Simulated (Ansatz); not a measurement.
**C3H10BClO: small, medium and large basis sets**

Aim: see how fast density functionals converge with the basis set for C3H10BClO.

Computed with Ansatz 0.2.0, Gaussian basis. Level: one geometry, several basis sets.

Levels to be run: PBE0-D4/def2-SVP; ωB97M-V/def2-SVP; PBE0-D4/def2-QZVPP; ωB97M-V/def2-QZVPP; the functionals' def2-TZVPP values are taken from earlier runs.

## (1) Structure used throughout

All runs share one geometry, relaxed beforehand with PBE0-D4 in a triple-zeta def2 set.

SMILES `C[OH+][B-](C)(C)Cl`, 16 atoms, charge 0, spin multiplicity 1.

Atoms are counted from 1 here; the program's logs count them from 0.

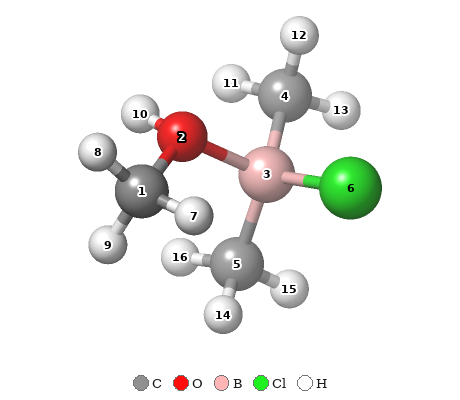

The structure; carbon grey, oxygen red, boron pink, chlorine green, hydrogen white; atoms are numbered from 1 in the order of the file.

Coordinates:

```mol
C3H10BClO
  3D, bonds by distance, orders not assigned

 16 15  0  0  0  0  0  0  0  0999 V2000
   -0.3472    2.0488   -0.4132 C   0  0
   -0.3670    0.6853   -0.8589 O   0  0
    0.5028   -0.4941   -0.0093 B   0  0
    0.1087   -1.8171   -0.7974 C   0  0
    0.0757   -0.3764    1.5193 C   0  0
    2.2483    0.0517   -0.3084 Cl  0  0
    0.7027    2.3062   -0.2985 H   0  0
   -0.8073    2.6720   -1.1792 H   0  0
   -0.8661    2.1525    0.5401 H   0  0
   -1.2718    0.3670   -0.9541 H   0  0
   -0.9579   -2.0626   -0.7077 H   0  0
    0.3635   -1.7698   -1.8595 H   0  0
    0.6525   -2.6658   -0.3739 H   0  0
    0.3458    0.5759    1.9844 H   0  0
    0.5924   -1.1545    2.0887 H   0  0
   -0.9982   -0.5418    1.6718 H   0  0
  1  2  8  0
  2  3  8  0
  3  4  8  0
  3  5  8  0
  3  6  8  0
  1  7  8  0
  1  8  8  0
  1  9  8  0
  2 10  8  0
  4 11  8  0
  4 12  8  0
  4 13  8  0
  5 14  8  0
  5 15  8  0
  5 16  8  0
M  END
```

## (2) PBE0-D4 in def2-SVP

File in.yaml:

```yaml
crystal:
  periodic: [false, false, false]
  atoms:
    - {symbol: C, position_ang: [-0.347157, 2.048821, -0.413153]}
    - {symbol: O, position_ang: [-0.367039, 0.685314, -0.858923]}
    - {symbol: B, position_ang: [0.502761, -0.494103, -0.009337]}
    - {symbol: C, position_ang: [0.108746, -1.817051, -0.797388]}
    - {symbol: C, position_ang: [0.075734, -0.376396, 1.519262]}
    - {symbol: Cl, position_ang: [2.248344, 0.051712, -0.308374]}
    - {symbol: H, position_ang: [0.702727, 2.306181, -0.298464]}
    - {symbol: H, position_ang: [-0.807293, 2.672045, -1.179220]}
    - {symbol: H, position_ang: [-0.866121, 2.152505, 0.540089]}
    - {symbol: H, position_ang: [-1.271843, 0.366960, -0.954067]}
    - {symbol: H, position_ang: [-0.957910, -2.062630, -0.707693]}
    - {symbol: H, position_ang: [0.363519, -1.769812, -1.859514]}
    - {symbol: H, position_ang: [0.652521, -2.665842, -0.373876]}
    - {symbol: H, position_ang: [0.345785, 0.575875, 1.984354]}
    - {symbol: H, position_ang: [0.592449, -1.154480, 2.088665]}
    - {symbol: H, position_ang: [-0.998223, -0.541799, 1.671836]}
basis:
  gaussian: {orbitals: def2-SVP}
hamiltonian: {xc: pbe0, dispersion: d4}
output: {orbitals: {seedname: orbitals}}
```

Command:

```
ansatz run in.yaml --threads 4 --pin off --events-out ev --progress --plain --max-ram 11315MiB
```

The program printed:

```text
Functional definition: PBE0
  name "PBE0"
  cite "Adamo & Barone, J. Chem. Phys. 110, 6158 (1999) doi:10.1063/1.478522"
  cite "Perdew, Burke & Ernzerhof, Phys. Rev. Lett. 77, 3865 (1996) doi:10.1103/PhysRevLett.77.3865"
  parent pbe
  parameter a = 0.25
  parameter kappa = 0.804
  parameter beta = 0.06672455060314922
  exchange = (1 - a)*pbe_x(kappa = kappa, mu = beta*pi^2/3) + a*exact_x
  correlation = pbe_c(beta = beta)
1564 factors; their error is unknown
mean field evaluation 1: about -18492.8683 eV, gradient 6.3e1 eV
mean field evaluation 2: about -18491.1638 eV, gradient 6.6e1 eV
mean field evaluation 4: about -18502.1493 eV, gradient 2.7e0 eV
mean field evaluation 8: about -18502.1677 eV, gradient 2.6e-2 eV
mean field evaluation 16: about -18502.2088 eV, gradient 1.7e-5 eV
mean field -18502.20882940 eV, -679.9436332330 hartree, gradient 1.7e-5 eV, S^2 0.000000; 0 other end points of the search recorded, 0 dependent functions left out
reference -18502.20885794 eV, -679.9436342815 hartree; 29, 29 occupied and 109, 109 virtual orbitals, 1564 factors
Total energy: -18502.51603415 eV, -679.9549227993 hartree
```

Wall time 0.95 s (4 threads of Intel Xeon 6975P-C, shared host).

## (3) ωB97M-V in def2-SVP

Edit in.yaml of step 2 so:

```diff
@@ -21,3 +21,3 @@
   gaussian: {orbitals: def2-SVP}
-hamiltonian: {xc: pbe0, dispersion: d4}
+hamiltonian: {xc: {name: wB97M-V}}
 output: {orbitals: {seedname: orbitals}}
```

The command is unchanged.

The program printed, shortened:

```text
Functional definition: wB97M-V
  name "wB97M-V"
  cite "Mardirossian & Head-Gordon, J. Chem. Phys. 144, 214110 (2016) doi:10.1063/1.4952647"
  cite "Becke, J. Chem. Phys. 107, 8554 (1997) doi:10.1063/1.475007"
  cite "Vydrov & Van Voorhis, J. Chem. Phys. 133, 244103 (2010) doi:10.1063/1.3521275"
  # Of w^i u^j: cxij and so on, Table III.
[...]
  gx(w, u) = 1 - cx + cx01*u + cx10*w
  gss(w, u) = css00 + css04*u^4 + css10*w + css20*w^2 + css43*w^4*u^3
  gos(w, u) = cos00 + cos10*w + (cos20 + cos21*u)*w^2 + (cos60 + cos61*u)*w^6
[...]
      + integral(e_c_pw_mod_opposite_spin*gos(b97_w_opposite, b97_u_opposite)) + vv10(b, c)
1557 factors; their error is unknown
388 factors; integrals over basis functions are off by at most 7.2e-6 eV
[...]
mean field -18509.63071686 eV, -680.2163825664 hartree, gradient 2.4e-5 eV, S^2 0.000000; 0 other end points of the search recorded, 0 dependent functions left out
reference -18509.63076105 eV, -680.2163841902 hartree; 29, 29 occupied and 109, 109 virtual orbitals, 1557 factors
Total energy: -18509.63076105 eV, -680.2163841902 hartree
```

It took 3 s on 4 threads of Intel Xeon 6975P-C, shared host.

## (4) PBE0-D4 in def2-QZVPP

Edit in.yaml of step 3 so:

```diff
@@ -20,4 +20,4 @@
 basis:
-  gaussian: {orbitals: def2-SVP}
-hamiltonian: {xc: {name: wB97M-V}}
+  gaussian: {orbitals: "def2-QZVPP.json"}
+hamiltonian: {xc: pbe0, dispersion: d4}
 output: {orbitals: {seedname: orbitals}}
```

The command is unchanged.

The program printed:

```text
Functional definition: PBE0
  name "PBE0"
  cite "Adamo & Barone, J. Chem. Phys. 110, 6158 (1999) doi:10.1063/1.478522"
  cite "Perdew, Burke & Ernzerhof, Phys. Rev. Lett. 77, 3865 (1996) doi:10.1103/PhysRevLett.77.3865"
  parent pbe
  parameter a = 0.25
  parameter kappa = 0.804
  parameter beta = 0.06672455060314922
  exchange = (1 - a)*pbe_x(kappa = kappa, mu = beta*pi^2/3) + a*exact_x
  correlation = pbe_c(beta = beta)
1898 factors; their error is unknown
mean field evaluation 1: about -18499.8015 eV, gradient 8.0e1 eV
mean field evaluation 2: about -18492.7703 eV, gradient 9.3e1 eV
mean field evaluation 4: about -18513.8276 eV, gradient 5.5e0 eV
mean field evaluation 8: about -18513.8875 eV, gradient 5.9e-2 eV
mean field evaluation 16: about -18513.8965 eV, gradient 8.6e-5 eV
mean field -18513.89650939 eV, -680.3731475503 hartree, gradient 8.6e-5 eV, S^2 0.000000; 0 other end points of the search recorded, 0 dependent functions left out
reference -18513.89655261 eV, -680.3731491386 hartree; 29, 29 occupied and 626, 626 virtual orbitals, 1898 factors
Total energy: -18514.20372883 eV, -680.3844376564 hartree
```

It took 10 s on 4 threads of Intel Xeon 6975P-C, shared host; peak memory 3 GiB.

## (5) ωB97M-V in def2-QZVPP

Edit in.yaml of step 4 so:

```diff
@@ -21,3 +21,3 @@
   gaussian: {orbitals: "def2-QZVPP.json"}
-hamiltonian: {xc: pbe0, dispersion: d4}
+hamiltonian: {xc: {name: wB97M-V}}
 output: {orbitals: {seedname: orbitals}}
```

The command is unchanged.

The program printed, shortened:

```text
Functional definition: wB97M-V
  name "wB97M-V"
  cite "Mardirossian & Head-Gordon, J. Chem. Phys. 144, 214110 (2016) doi:10.1063/1.4952647"
  cite "Becke, J. Chem. Phys. 107, 8554 (1997) doi:10.1063/1.475007"
  cite "Vydrov & Van Voorhis, J. Chem. Phys. 133, 244103 (2010) doi:10.1063/1.3521275"
  # Of w^i u^j: cxij and so on, Table III.
[...]
  gx(w, u) = 1 - cx + cx01*u + cx10*w
  gss(w, u) = css00 + css04*u^4 + css10*w + css20*w^2 + css43*w^4*u^3
  gos(w, u) = cos00 + cos10*w + (cos20 + cos21*u)*w^2 + (cos60 + cos61*u)*w^6
[...]
      + integral(e_c_pw_mod_opposite_spin*gos(b97_w_opposite, b97_u_opposite)) + vv10(b, c)
1882 factors; their error is unknown
517 factors; integrals over basis functions are off by at most 6.7e-6 eV
[...]
mean field -18521.59655759 eV, -680.6561191022 hartree, gradient 6.4e-5 eV, S^2 0.000000; 0 other end points of the search recorded, 0 dependent functions left out
reference -18521.59662660 eV, -680.6561216386 hartree; 29, 29 occupied and 626, 626 virtual orbitals, 1882 factors
Total energy: -18521.59662660 eV, -680.6561216386 hartree
```

Wall time 18 s (4 threads of Intel Xeon 6975P-C, shared host); peak memory 3.7 GiB.

## (6) Functionals by basis

The def2-TZVPP values come from earlier runs at the same geometry.

```
functional       basis  functions  energy (eV)  from the largest (eV)  HOMO (eV)  LUMO (eV)
   PBE0-D4    def2-SVP        138  -18502.5160                 11.688      -7.11       0.58
   PBE0-D4  def2-TZVPP        337  -18513.4960                  0.708      -7.36       0.01
   PBE0-D4  def2-QZVPP        655  -18514.2037                  0.000      -7.40      -0.32
   ωB97M-V    def2-SVP        138  -18509.6308                 11.966      -9.38       2.26
   ωB97M-V  def2-TZVPP        337  -18520.9147                  0.682      -9.66       1.47
   ωB97M-V  def2-QZVPP        655  -18521.5966                  0.000      -9.69       0.89
```

## (7) Results

| quantity | value |
| --- | --- |
| PBE0-D4: double and triple zeta above quadruple | 11.69, 0.71 eV |
| ωB97M-V: double and triple zeta above quadruple | 11.97, 0.68 eV |

**Reading.** For PBE0-D4 the step from double to triple zeta gains 10.98 eV and the next only 0.71 eV. Total energies overstate the basis error of differences, where much of it tends to cancel. The LUMO of ωB97M-V is positive and keeps falling with the basis (2.26 to 0.89 eV): an unbound level that the basis holds in place.

For PBE0-D4 the largest set took about 11 times as long as the smallest (10 s against 0.95 s).
